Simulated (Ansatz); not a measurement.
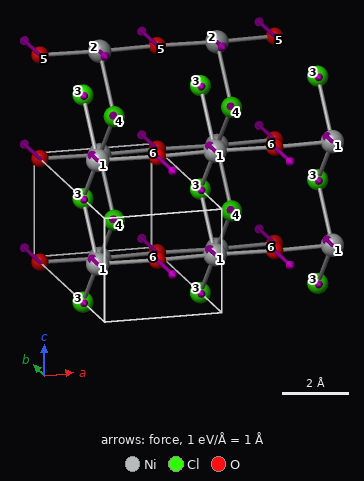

Starting geometry of crystalline NiClO (a generated structure, set up in Pmmn) with the computed forces as purple arrows. Style: ball-and-stick. Shown: the cell of the calculation, repeated 2 × 1 × 2 with one cell outlined, slightly off an axis.

The start is a swapped structure.

Computed with DFT, PAW plane waves, PBEsol, spin-orbit in Ansatz 0.2.0. Settings: plane-wave cutoff 420 eV; k-point mesh 5 × 3 × 6; occupations fermi dirac; smearing width 0.1 eV; spin-orbit; potentials kind: paw_fr; cell and atoms relaxed; force threshold 0.03 eV/Å; at most 80 steps.

**Is this structure relaxed? If not, where do the atoms go?**

It isn't relaxed: the largest force vector, on O atoms, is 1.93 eV/Å. The atoms end up moving mostly along the starting forces (cosine between the two patterns 0.89). After 7 accepted moves (9 points after the start) the energy has fallen by 0.725 eV per cell of the calculation. Largest force component: 1.9 eV/Å at the start, 0.00083 eV/Å at the end. Pressure: −4.75 GPa at the start and 0.01 GPa at the end. At 2 points the geometry stayed and the basis and grid were re-selected for the new cell (energy shift of 4.7 meV per cell of the calculation at most each time). The largest moves relative to the cell, 0.23 Å, are those of O5 and O6. O6 goes along −b. By element the largest moves are O 0.23 Å, Ni 0.10 Å, Cl 0.09 Å. The drawn cell changes as follows: a 3.725 → 3.739 Å (+0.4 %), b 7.600 → 7.682 Å (+1.1 %), c 3.278 → 3.079 Å (−6.1 %); the volume changes by −4.7 %. Some distances before and after: Ni1–O5 2.135 → 1.981 Å, Ni1–Cl3 2.277 → 2.212 Å, Ni1–O6 1.866 → 1.919 Å. Bond angles that change, for instance: O6–Ni1–O6 173.5° → 153.8°, Ni1–O6–Ni1 173.5° → 153.8°, Cl3–Ni1–O6 92.3° → 99.4°. The space group stays Pmmn (No. 59).
